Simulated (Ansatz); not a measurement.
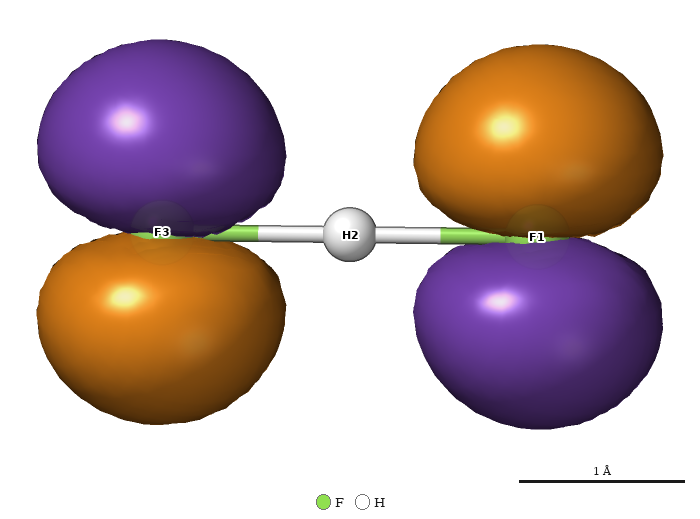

F2H (charge −1). The HOMO−1 at ±0.15 Å⁻³ᐟ² (orange and purple are the two phases), seen from one side.

Geometry: PBE0-D4/def2-TZVPD.

Computed with RKS PBE0-D4/def2-TZVPPD in Ansatz.

Input

```
crystal:
  periodic: [false, false, false]
  atoms:
    - {symbol: F, position_ang: [-0.973218, 0.344395, -0.490950]}
    - {symbol: H, position_ang: [-0.000007, 0.000008, -0.000001]}
    - {symbol: F, position_ang: [0.973235, -0.344404, 0.490961]}
basis:
  gaussian: {orbitals: "def2-TZVPPD.json"}
total_charge: -1
hamiltonian: {xc: pbe0, dispersion: d4}
output: {orbitals: {seedname: orbitals}}
```

Command:

```sh
ansatz run in.yaml --threads 2 --pin off --events-out ev --progress --plain --max-ram 32768MiB --backend cpu
```

Question: Where does this orbital lie, and at what energy?

Answer: By Hirshfeld shares it lies mainly on F1 (about 50 %) and F3 (about 50 %); it is gerade (even under inversion); largely a combination of lone pairs on F1 and F3. It is one of a degenerate set, so its orientation is arbitrary. Its energy is −2.96 eV.
